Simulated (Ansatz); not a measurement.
## Electronic structure of F$_{2}$H$_{5}$NO$_{2}$Zr in real space

Input

```
crystal:
  periodic: [false, false, false]
  atoms:
    - { symbol: Zr, position_ang: [0.171928, -0.495556, -0.589712] }
    - { symbol: "N", position_ang: [0.369591, 0.214228, 2.723688] }
    - { symbol: H, position_ang: [-0.371204, 0.408666, 3.409098] }
    - { symbol: H, position_ang: [1.254427, 0.503145, 3.159543] }
    - { symbol: F, position_ang: [1.811129, 0.513396, -0.60466] }
    - { symbol: O, position_ang: [-1.402709, 0.610665, -0.495045] }
    - { symbol: H, position_ang: [-2.044213, 1.196096, -0.069762] }
    - { symbol: F, position_ang: [0.081277, -1.369695, -2.295057] }
    - { symbol: O, position_ang: [0.235681, -2.015904, 0.759611] }
    - { symbol: H, position_ang: [0.192292, -2.977038, 0.618697] }
    - { symbol: H, position_ang: [0.412202, -0.823604, 2.613498] }
basis:
  gaussian: { orbitals: def2-SVP }
hamiltonian:
  xc: pbe
  dispersion: d4
relax:
  f_tol: 0.03
  max_steps: 50
output:
  orbitals: {}
```

Command:

```sh
ansatz run input.yaml --threads 4 --pin off --max-ram 5120MiB --backend cpu --events-out ev --progress --plain --runs-dir out
```

The fields are those of the run's last geometry, not of the input's.

Core potentials replace the inner electrons of Zr.

These are results of Ansatz, RKS PBE-D4/def2-SVP, not measurements.

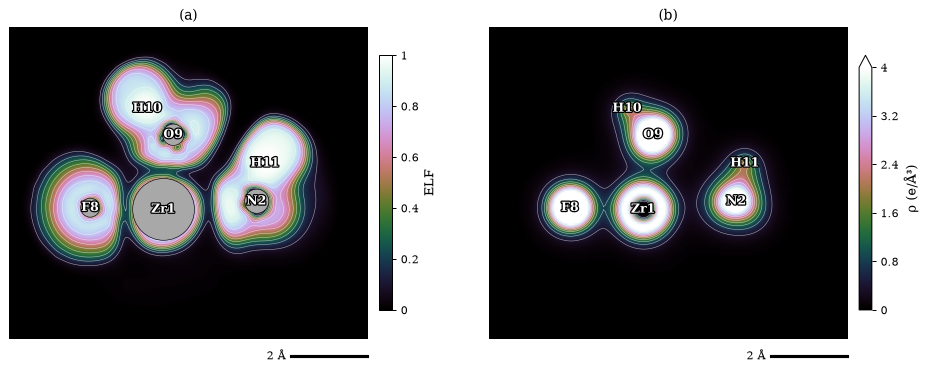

Figure 1. (a) ELF; (b) electron density on the plane of atoms N2, Zr1 and O9. Grey discs cover the atomic cores in the ELF map.

Q: Describe what can be read from this map.

A: The plane passes through Zr, N, F, O and H nuclei. Zr–F (1.94 Å): the density is about 0.86 e/Å³ at the midpoint; the ELF peaks at about 0.85 in the valence shell of F, 0.5 Å from its nucleus, and drops to about 0.20 between the two atoms. Zr–O (1.98 Å): ρ is about 0.84 e/Å³ halfway; the ELF peaks at about 0.85 in the valence shell of O, 0.6 Å from its nucleus, and drops to about 0.25 between the two atoms. Zr–N (2.46 Å): ρ is about 0.32 e/Å³ halfway; the ELF peaks at about 0.95 in the valence shell of N, 0.8 Å from its nucleus, and is about 0.15 at the midpoint. O–H (0.97 Å): ρ is about 3.5 e/Å³ halfway; the ELF climbs to about 1 towards the hydrogen, as it does in any bond to H: a covalent bond by its length. N–H (1.03 Å): ρ at the midpoint is about 2.8 e/Å³; the ELF climbs to about 1 towards the hydrogen; a covalent bond by its length.

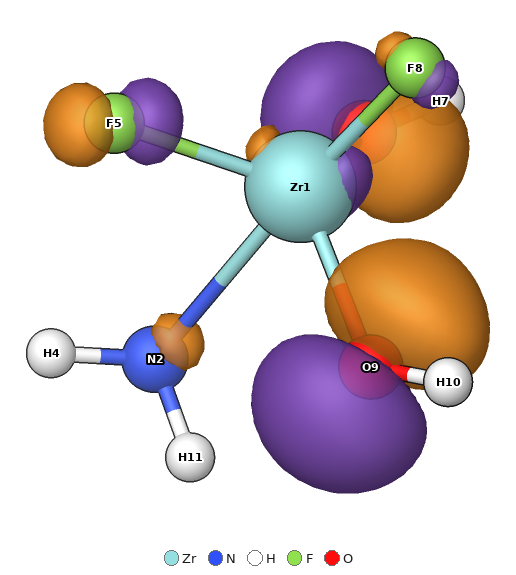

Figure 2. The HOMO−1 at ±0.15 Å⁻³ᐟ² (orange and purple are the two phases), seen at an oblique angle.

Q: Describe this orbital and give its energy.

A: It lies mainly on O9 (about 55 %), O6 (about 25 %) and Zr1 (about 10 %); largely a combination of lone pairs on O9 and O6. Its energy is −6.92 eV.

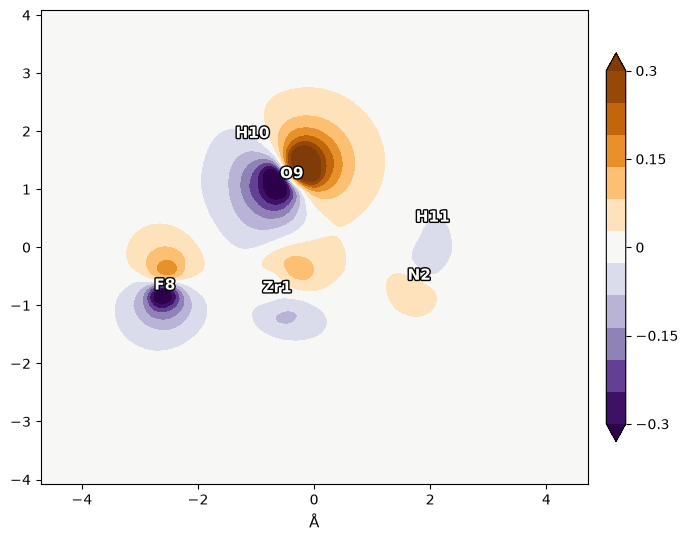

Figure 3. One frontier orbital on the plane of atoms N2, Zr1 and O9 (values in Å⁻³ᐟ²; the overall sign is arbitrary).

Q: Which orbital is it: HOMO or LUMO?

A: The HOMO, at −6.73 eV. Its weight (Hirshfeld) is mainly on O9 (about 50 %) and O6 (about 35 %); largely a combination of lone pairs on O9 and O6.
